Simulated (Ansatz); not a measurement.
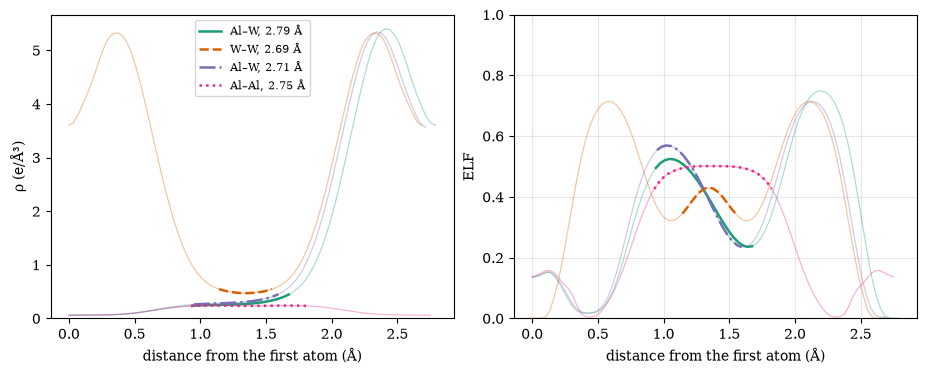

The picture shows: Al2W3. Valence electron density and ELF along straight lines between neighbouring atoms. Thin, pale parts lie inside the atomic spheres.

Space group I4/mmm; a generated structure, not necessarily the stable one.

Method: Ansatz, DFT PBE, scalar-relativistic, plane waves, PAW.

In a PAW calculation such maps are meaningful between the atoms, not at the nuclei.

**Compare the contacts.**

Al–W (2.79 Å): ρ at the midpoint is about 0.28 e/Å³; the ELF is about 0.35 at the midpoint.
W–W (2.69 Å): ρ at the midpoint is about 0.47 e/Å³; the ELF is about 0.45 at the midpoint.
Al–W (2.71 Å): ρ at the midpoint is about 0.31 e/Å³; the ELF is about 0.40 at the midpoint.
Al–Al (2.75 Å): ρ at the midpoint is about 0.24 e/Å³; the ELF reaches about 0.50 near the midpoint.
